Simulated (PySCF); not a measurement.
**Frequency calculation, with input and output: RuNF$_{2}$**

- system: RuNF$_{2}$, multiplicity 4
- method: UKS-based PBE0, Ru def2-TZVP with ECP28, N def2-TZVP, F def2-TZVP; non-relativistic Hamiltonian with a scalar-relativistic core potential; density fitting (PySCF 2.14.0)

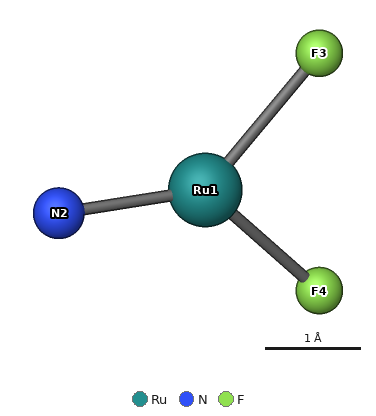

Figure 1. The structure as given in the input (ball-and-stick view, seen at a tilt; atoms are numbered from 1 in the order of the input). Sticks mark near contacts.

Results in brief

| quantity | value |
| --- | --- |
| outcome | converged |
| total energy | −349.103577 hartree |
| ⟨S²⟩ | 3.857 |
| zero-point energy | 0.006768 hartree |
| dipole moment | 1.75 D |
| wavenumbers, lowest and highest | 138 and 1008 cm⁻¹ |
| hardware | 4 threads of Intel Xeon (Granite Rapids), 32 GiB of memory available, shared host |
| wall time | 72 s (CPU time 4.3 min) |
| peak memory | 1.4 GiB |

Input
```python
from pyscf import gto, scf, dft
mol = gto.M(atom='''
Ru    -0.143951     0.000000    -0.084418
N     -1.563847     0.000000    -0.917099
F      0.264071     0.000000     1.753328
F      1.659108     0.000000    -0.625503''',
    basis={'Ru': 'def2-TZVP', 'N': 'def2-TZVP', 'F': 'def2-TZVP'},
    ecp={'Ru': 'def2-TZVP'},
    charge=0, spin=3)
mf = dft.UKS(mol, xc='PBE0')
mf.grids.atom_grid = (75, 302)
aux = {'Ru': 'def2-universal-JKFIT', 'N': 'def2-universal-JKFIT', 'F': 'def2-universal-JKFIT'}
mf = mf.density_fit(auxbasis=aux)
mf.conv_tol = 1e-09
mf.diis_space = 10
mf.max_cycle = 60
mf.verbose = 4
mf.kernel()
```

The script is an equivalent of the set-up of the self-consistent field. The run itself was carried out by a driver, which started from the orbitals of the step before it where there was one and computed the further properties.

Launched with:
```bash
OMP_NUM_THREADS=4 python axn.py task.json out
```

Log
```
init E= -349.103577100678
  alpha nocc = 22  HOMO = -0.255525116080751  LUMO = -0.114309742288935
  beta  nocc = 19  HOMO = -0.379783317534765  LUMO = -0.208834002129199
  HOMO = -0.255525116081  LUMO = -0.208834002129  gap/eV = 1.27053
cycle= 1 E= -349.103577100646  delta_E= 3.16e-11  |g|= 1.12e-05  |ddm|= 7.57e-06
  alpha nocc = 22  HOMO = -0.255525114322065  LUMO = -0.114309578788632
  beta  nocc = 19  HOMO = -0.379783735483498  LUMO = -0.20883333532325
  HOMO = -0.255525114322  LUMO = -0.208833335323  gap/eV = 1.27055
cycle= 2 E= -349.103577100442  delta_E= 2.04e-10  |g|= 2.7e-05  |ddm|= 1.8e-05
  alpha nocc = 22  HOMO = -0.255525155839081  LUMO = -0.114309831780322
  beta  nocc = 19  HOMO = -0.379783186873085  LUMO = -0.208834214227658
  HOMO = -0.255525155839  LUMO = -0.208834214228  gap/eV = 1.27053
cycle= 3 E= -349.103577100675  delta_E= -2.33e-10  |g|= 5.81e-06  |ddm|= 1.37e-05
  alpha nocc = 22  HOMO = -0.255525135536605  LUMO = -0.114309741579664
  beta  nocc = 19  HOMO = -0.379783352197096  LUMO = -0.208833913001896
  HOMO = -0.255525135537  LUMO = -0.208833913002  gap/eV = 1.27053
cycle= 4 E= -349.103577100687  delta_E= -1.21e-11  |g|= 2.67e-07  |ddm|= 2.84e-06
  alpha nocc = 22  HOMO = -0.255525124046709  LUMO = -0.114309738028254
  beta  nocc = 19  HOMO = -0.379783295395524  LUMO = -0.208833919607389
  HOMO = -0.255525124047  LUMO = -0.208833919607  gap/eV = 1.27053
Extra cycle  E= -349.103577100688  delta_E= -1.53e-12  |g|= 2.42e-07  |ddm|= 6.33e-07
converged SCF energy = -349.103577100688  <S^2> = 3.8566923  2S+1 = 4.0529951
```

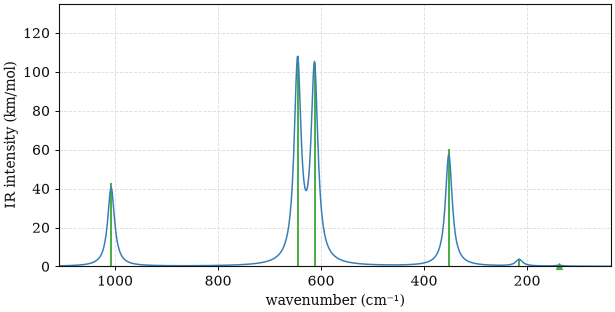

Figure 2. Harmonic infrared spectrum, unscaled: sticks (degenerate modes added up, dark ones marked on the axis) with a Lorentzian envelope of 16 cm⁻¹ full width, scaled to the tallest stick. 6 modes from 138 to 1008 cm⁻¹, none imaginary. The strongest line is at 646 cm⁻¹ (108 km/mol). All modes, in cm⁻¹ (km/mol): 138 (0.5), 215 (3.6), 352 (61), 613 (105), 646 (108), 1008 (43).
